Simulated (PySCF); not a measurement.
**BP86/def2-SVP run of BH2SeCl (SMILES ClB[SeH])**

Aim: the vertical ionisation energy of BH2SeCl at BP86/def2-SVP, from 2 runs. Input form: a Python script.

The calculation is run with PySCF 2.14.0.

## (1) The molecule

The species is BH2SeCl (5 atoms), meant as a singlet with charge 0. As SMILES, `ClB[SeH]`. Geometry: relaxed at PBE0-D4/def2-TZVP. This is one conformer, not always the lowest.

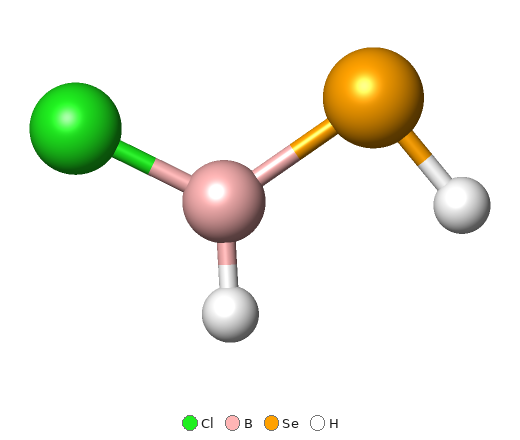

Viewed from a chosen angle; chlorine green, boron pink, selenium orange, hydrogen white.

## (2) The energy at BP86/def2-SVP

Input file input.py:

```python
from pyscf import gto, dft

system = gto.Mole()
system.atom = '''
Cl  -2.133400  -0.290000  -0.272300
B   -0.406800  -0.344500  -0.042400
Se   0.577100   1.299700  -0.015900
H    0.133400  -1.393500   0.094000
H    1.879500   0.654700   0.195200
'''
system.verbose = 3
system.charge = 0
system.basis = 'def2-svp'
system.max_memory = 1860
system.build()

mf = dft.RKS(system)
mf.xc = 'bp86'
mf.conv_tol = 1e-10
mf.grids.level = 7
mf.kernel()
if not mf.converged:
    mf = mf.newton().run(mf.mo_coeff, mf.mo_occ)

etot = mf.e_tot
print(f'total energy: {etot:.8f} hartree')
```

Command:

```console
OMP_NUM_THREADS=1 python input.py
```

The program printed:

```text
converged SCF energy = -2887.71867697195
total energy: -2887.71867697 hartree
```

It took 13 s on 1 thread of Intel Xeon Platinum 8488C (Sapphire Rapids), shared host; peak memory 0.4 GiB.

## (3) The doublet cation, same level

Input file start.xyz:

```xyz
5
BClH2Se
Cl    -2.133400    -0.290000    -0.272300
B     -0.406800    -0.344500    -0.042400
Se     0.577100     1.299700    -0.015900
H      0.133400    -1.393500     0.094000
H      1.879500     0.654700     0.195200
```

Input file calc.py:

```python
from pyscf import gto, dft

molecule = gto.M(
    atom='start.xyz',
    spin=1,
    verbose=4,
    max_memory=1860,
    charge=1,
    basis='def2-svp',
)

mf = dft.UKS(molecule, xc='bp86')
mf.grids.level = 7
mf.conv_tol = 1e-10
mf.kernel()
if not mf.converged:
    mf = mf.newton().run(mf.mo_coeff, mf.mo_occ)

etot = mf.e_tot
print('Final energy', etot)
```

Command:

```console
OMP_NUM_THREADS=1 python calc.py
```

The program printed:

```text
PySCF version 2.14.0

[... 84 lines left out ...]
[... the frontier-level lines of each cycle are left out ...]
[... 11 lines left out ...]
[... 8 lines left out ...]
[... 11 lines left out ...]
[... 8 lines left out ...]
[... 11 lines left out ...]
[... 8 lines left out ...]
[... 4 lines left out ...]


cycle= 18 E= -2887.35093926343  delta_E= 3.94e-08  |g|= 4.49e-05  |ddm|= 0.00922



cycle= 19 E= -2887.3509392718  delta_E= -8.37e-09  |g|= 9.45e-06  |ddm|= 0.00148



cycle= 20 E= -2887.35093927186  delta_E= -5.37e-11  |g|= 2.45e-06  |ddm|= 0.000258



Extra cycle  E= -2887.3509392718  delta_E= 5.55e-11  |g|= 8.24e-06  |ddm|= 1.85e-05
converged SCF energy = -2887.3509392718  <S^2> = 0.7534362  2S+1 = 2.0034333
Final energy -2887.3509392718006
```

Run time: 38 s. Hardware: 1 thread of Intel Xeon Platinum 8488C (Sapphire Rapids), shared host; peak memory 0.42 GiB.

## (4) Summary of results

At BP86/def2-SVP:

```
                                          quantity           value
                     singlet BH2SeCl: total energy  -2887.71868 Eh
                    singlet BH2SeCl: dipole moment          1.12 D
                      singlet BH2SeCl: HOMO energy        -6.66 eV
                      singlet BH2SeCl: LUMO energy        -2.17 eV
                    singlet BH2SeCl: HOMO–LUMO gap         4.49 eV
                      doublet cation: total energy  -2887.35094 Eh
doublet cation: HOMO energy (highest over α and β)       -13.31 eV
 doublet cation: LUMO energy (lowest over α and β)       -13.30 eV
                              doublet cation: ⟨S²⟩           0.753
vertical ionisation energy (to the doublet cation)       10.007 eV
```

The vertical ionisation energy comes to 10.01 eV (231 kcal/mol). The negative HOMO energy of the first species, 6.66 eV, lies 3.35 eV below that difference. Mulliken charges (singlet BH2SeCl) run from -0.07 on B2 to +0.06 on H5; they depend strongly on the basis. Mulliken charges (doublet cation) run from -0.01 on B2 to +0.50 on Se3; they depend strongly on the basis.
